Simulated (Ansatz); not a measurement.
## Nudged elastic band, with input and output: C₂H₆ClFSi (part 2 of 2)

Continued. System: C₂H₆ClFSi, SMILES FC(Cl)C[SiH3]. Method: RKS r2SCANh-D4/6-31G (Ansatz 0.2.0). One setting was made poor on purpose. It belongs to a series of runs on one base structure; here: band between the two ends.

Geometry of the input (Å):
```
F  -0.1186  0.3113  1.9427
C  0.7403  -0.3723  1.0499
Cl 1.2875  -1.9476  1.9296
C  0.0211  -0.6777  -0.2238
Si -0.7249  0.9273  -1.0040
H  1.6519  0.2124  0.9439
H  0.7114  -1.1404  -0.9349
H  -0.7887  -1.3880  -0.0316
H  -1.9887  1.3200  -0.3098
H  0.2797  2.0360  -0.8885
H  -1.0055  0.6621  -2.4528
```

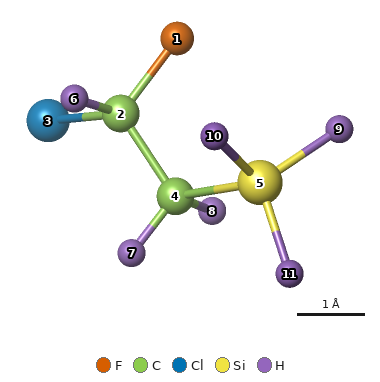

The starting structure (ball-and-stick view, seen at a tilt; atoms are numbered from 1 in the order of the input).

```
Total energy: -25280.91589456 eV, -929.0565231048 hartree
Atom 0 at    -0.266881    -0.930794     2.234151 Å, force     0.028472     0.015241    -0.037878 eV/Å
Atom 1 at     0.523861    -0.394939     1.194523 Å, force    -0.021469    -0.017434     0.037364 eV/Å
Atom 2 at     2.222179    -1.212014     1.314676 Å, force    -0.010633     0.006205     0.004778 eV/Å
Atom 3 at    -0.123434    -0.661798    -0.147884 Å, force    -0.011615     0.005885    -0.001923 eV/Å
Atom 4 at    -0.542668     0.940238    -1.134244 Å, force     0.009214     0.009674     0.014071 eV/Å
Atom 5 at     0.726198     0.644086     1.449815 Å, force     0.000954    -0.003975    -0.005389 eV/Å
Atom 6 at     0.511449    -1.297518    -0.769143 Å, force     0.002295    -0.007426    -0.001774 eV/Å
Atom 7 at    -1.047341    -1.218672     0.040769 Å, force     0.004721    -0.006448    -0.001831 eV/Å
Atom 8 at    -1.523474     1.770988    -0.361351 Å, force     0.002022    -0.001876    -0.002157 eV/Å
Atom 9 at     0.711864     1.736400    -1.338968 Å, force     0.000653     0.004263    -0.007830 eV/Å
Atom 10 at    -1.126351     0.567122    -2.461647 Å, force    -0.004615    -0.004110     0.002569 eV/Å
Dipole moment:    -0.279641     0.284257    -0.435604 e Å
this run last wrote the band of iteration 6 to [file]
```

The last band as extended XYZ (Å, eV, eV/Å)
```
11
Properties=species:S:1:pos:R:3:forces:R:3 image=0 energy=-25281.15431
F    -0.1186    0.3113    1.9427   -0.0012  -0.0030  -0.0007
C     0.7403   -0.3723    1.0499    0.0012   0.0076  -0.0055
Cl    1.2875   -1.9476    1.9296    0.0009  -0.0006   0.0002
C     0.0211   -0.6777   -0.2238    0.0003  -0.0053   0.0028
Si   -0.7249    0.9273   -1.0040   -0.0009   0.0008   0.0000
H     1.6519    0.2124    0.9439    0.0006  -0.0023   0.0027
H     0.7114   -1.1404   -0.9349    0.0004  -0.0008   0.0007
H    -0.7887   -1.3880   -0.0316   -0.0008   0.0019  -0.0002
H    -1.9887    1.3200   -0.3098   -0.0002   0.0015  -0.0002
H     0.2797    2.0360   -0.8885   -0.0004   0.0003   0.0004
H    -1.0055    0.6621   -2.4528    0.0000  -0.0002  -0.0001
11
Properties=species:S:1:pos:R:3:forces:R:3 image=1 energy=-25281.13929
F    -0.2703    0.1075    2.0127    0.0670  -0.0013  -0.0566
C     0.6845   -0.3711    1.0850   -0.0151  -0.0313   0.1093
Cl    1.4477   -1.9284    1.8404   -0.0471   0.0276   0.0015
C     0.0212   -0.6698   -0.2184    0.0223   0.0303  -0.0331
Si   -0.6956    0.9332   -1.0273   -0.0471  -0.0039  -0.0044
H     1.5084    0.3385    1.0508    0.0204  -0.0056  -0.0189
H     0.7435   -1.1120   -0.9104    0.0117  -0.0015  -0.0025
H    -0.7805   -1.3969   -0.0594   -0.0039   0.0041  -0.0118
H    -1.8512    1.4725   -0.2491   -0.0165  -0.0097   0.0097
H     0.3920    1.9670   -1.0822    0.0019  -0.0066   0.0162
H    -1.1342    0.6025   -2.4214    0.0065  -0.0022  -0.0094
11
Properties=species:S:1:pos:R:3:forces:R:3 image=2 energy=-25281.09498
F    -0.3776   -0.1424    2.0844    0.1180   0.0183  -0.1156
C     0.6318   -0.3736    1.1204   -0.0412   0.0124   0.1113
Cl    1.6621   -1.8387    1.7319   -0.0885  -0.0046   0.0260
C     0.0041   -0.6646   -0.2063    0.0459   0.0177  -0.0237
Si   -0.6654    0.9363   -1.0554   -0.0699   0.0208   0.0188
H     1.3278    0.4626    1.1544    0.0209  -0.0238  -0.0225
H     0.7390   -1.1098   -0.8823    0.0298   0.0017   0.0017
H    -0.8003   -1.3919   -0.0614    0.0072  -0.0030  -0.0265
H    -1.7273    1.5986   -0.2382   -0.0256  -0.0148   0.0252
H     0.4837    1.8890   -1.2239   -0.0039  -0.0113   0.0083
H    -1.2126    0.5776   -2.4029    0.0074  -0.0134  -0.0030
11
Properties=species:S:1:pos:R:3:forces:R:3 image=3 energy=-25281.02125
F    -0.4056   -0.4152    2.1547    0.1124   0.0651  -0.1373
C     0.5886   -0.3773    1.1494   -0.0614  -0.0085   0.1116
Cl    1.8914   -1.6750    1.5974   -0.0808  -0.0463   0.0509
C    -0.0332   -0.6628   -0.1884    0.0513   0.0225  -0.0205
Si   -0.6306    0.9398   -1.0831   -0.0808   0.0195   0.0245
H     1.1268    0.5631    1.2521    0.0347  -0.0163  -0.0302
H     0.6869   -1.1478   -0.8519    0.0405   0.0082  -0.0006
H    -0.8619   -1.3607   -0.0353    0.0196  -0.0130  -0.0314
H    -1.6430    1.6823   -0.2696   -0.0245  -0.0072   0.0312
H     0.5641    1.8257   -1.2943   -0.0130  -0.0130   0.0030
H    -1.2183    0.5711   -2.4103    0.0019  -0.0111  -0.0012
11
Properties=species:S:1:pos:R:3:forces:R:3 image=4 energy=-25280.94722
F    -0.3614   -0.6826    2.2080    0.0692   0.0696  -0.1024
C     0.5541   -0.3844    1.1735   -0.0488  -0.0500   0.1062
Cl    2.0856   -1.4600    1.4551   -0.0530  -0.0366   0.0362
C    -0.0779   -0.6619   -0.1689    0.0350   0.0211  -0.0201
Si   -0.5898    0.9423   -1.1097   -0.0604   0.0095   0.0192
H     0.9243    0.6232    1.3507    0.0354   0.0098  -0.0270
H     0.6070   -1.2147   -0.8156    0.0315   0.0022  -0.0073
H    -0.9495   -1.3016    0.0011    0.0172  -0.0143  -0.0231
H    -1.5834    1.7326   -0.3152   -0.0124   0.0031   0.0204
H     0.6375    1.7801   -1.3243   -0.0121  -0.0075   0.0009
H    -1.1812    0.5701   -2.4339   -0.0017  -0.0069  -0.0031
11
Properties=species:S:1:pos:R:3:forces:R:3 image=6 energy=-25280.94623
F    -0.1159   -1.2132    2.2004    0.0629  -0.0081  -0.0604
C     0.4983   -0.4183    1.2048   -0.0278  -0.0635   0.0676
Cl    2.3220   -0.8883    1.1779    0.0005   0.0538  -0.0274
C    -0.1485   -0.6644   -0.1388   -0.0020   0.0117   0.0025
Si   -0.5051    0.9431   -1.1385   -0.0079   0.0112   0.0130
H     0.5004    0.6061    1.5724   -0.0415   0.0167   0.0130
H     0.4554   -1.3472   -0.7406   -0.0148  -0.0390   0.0096
H    -1.1055   -1.1631    0.0511   -0.0226   0.0218   0.0027
H    -1.5197    1.7543   -0.3864    0.0208   0.0187  -0.0058
H     0.7438    1.7547   -1.3011    0.0181  -0.0129  -0.0056
H    -1.0596    0.5794   -2.4805    0.0143  -0.0104  -0.0091
11
Properties=species:S:1:pos:R:3:forces:R:3 image=7 energy=-25281.01554
F     0.0821   -1.4690    2.1141    0.0851   0.0309  -0.0958
C     0.4724   -0.4493    1.2120   -0.0190  -0.0768   0.0813
Cl    2.3474   -0.5233    1.0829   -0.0281   0.0654  -0.0268
C    -0.1671   -0.6684   -0.1326   -0.0025  -0.0006   0.0014
Si   -0.4760    0.9475   -1.1336   -0.0046   0.0189   0.0256
H     0.2731    0.5042    1.6985   -0.0519  -0.0106   0.0156
H     0.4223   -1.3755   -0.7217   -0.0202  -0.0426   0.0122
H    -1.1447   -1.1311    0.0487   -0.0265   0.0235   0.0056
H    -1.5046    1.7522   -0.3923    0.0233   0.0304  -0.0079
H     0.7745    1.7588   -1.2692    0.0244  -0.0188  -0.0079
H    -1.0141    0.5971   -2.4860    0.0200  -0.0197  -0.0033
11
Properties=species:S:1:pos:R:3:forces:R:3 image=8 energy=-25281.07262
F     0.2934   -1.6682    1.9875    0.0542   0.0874  -0.0989
C     0.4402   -0.4869    1.2193    0.0432  -0.0774   0.0884
Cl    2.2889   -0.1520    1.0847   -0.0739   0.0196  -0.0029
C    -0.1682   -0.6733   -0.1379   -0.0157  -0.0033  -0.0129
Si   -0.4566    0.9566   -1.1222   -0.0008   0.0259   0.0309
H     0.0531    0.3397    1.8130   -0.0331  -0.0176   0.0006
H     0.4408   -1.3675   -0.7234   -0.0025  -0.0313   0.0025
H    -1.1490   -1.1432    0.0103   -0.0107   0.0091   0.0026
H    -1.4357    1.7922   -0.3486    0.0155   0.0271  -0.0018
H     0.8111    1.7269   -1.3081    0.0172  -0.0145  -0.0110
H    -1.0526    0.6188   -2.4538    0.0067  -0.0250   0.0024
11
Properties=species:S:1:pos:R:3:forces:R:3 image=9 energy=-25281.09844
F     0.4542   -1.7750    1.8759    0.0120   0.0408  -0.0418
C     0.4033   -0.5214    1.2239    0.0489  -0.0319   0.0477
Cl    2.1658    0.1426    1.1898   -0.0430  -0.0024  -0.0012
C    -0.1368   -0.6819   -0.1628   -0.0162  -0.0003  -0.0181
Si   -0.4494    0.9671   -1.1071    0.0038   0.0148   0.0154
H    -0.1384    0.1671    1.8696   -0.0257   0.0016   0.0014
H     0.5337   -1.3230   -0.7427    0.0054  -0.0142  -0.0039
H    -1.0981   -1.2053   -0.0781   -0.0001   0.0001   0.0022
H    -1.3025    1.8521   -0.2445    0.0111   0.0132   0.0033
H     0.8279    1.6693   -1.4351    0.0080  -0.0064  -0.0081
H    -1.1942    0.6514   -2.3682   -0.0043  -0.0152   0.0032
11
Properties=species:S:1:pos:R:3:forces:R:3 image=10 energy=-25281.10713
F     0.5744   -1.8197    1.8021    0.0008  -0.0009   0.0004
C     0.3648   -0.5494    1.2235    0.0025   0.0012  -0.0034
Cl    2.0086    0.3654    1.3124   -0.0006  -0.0007   0.0006
C    -0.0925   -0.6943   -0.1944    0.0001  -0.0002  -0.0002
Si   -0.4460    0.9740   -1.0921   -0.0014   0.0024  -0.0002
H    -0.2998    0.0128    1.8770   -0.0019   0.0001   0.0008
H     0.6519   -1.2659   -0.7577   -0.0008   0.0005   0.0016
H    -1.0178   -1.2841   -0.1812   -0.0001   0.0001  -0.0002
H    -1.1304    1.9049   -0.1331    0.0018  -0.0015  -0.0029
H     0.8151    1.6022   -1.5901   -0.0029  -0.0015   0.0007
H    -1.3629    0.6972   -2.2457    0.0025   0.0006   0.0028
```

Summary

```json
{"quantity": "outcome", "value": "converged"}
{"quantity": "barrier, forward", "value": "0.238 eV"}
{"quantity": "barrier, backward", "value": "0.191 eV"}
{"quantity": "wall time", "value": "2.3 min"}
{"quantity": "peak memory", "value": "0.19 GiB"}
```

A deliberately poor setting: loose force. The order of the saddle point was not checked.
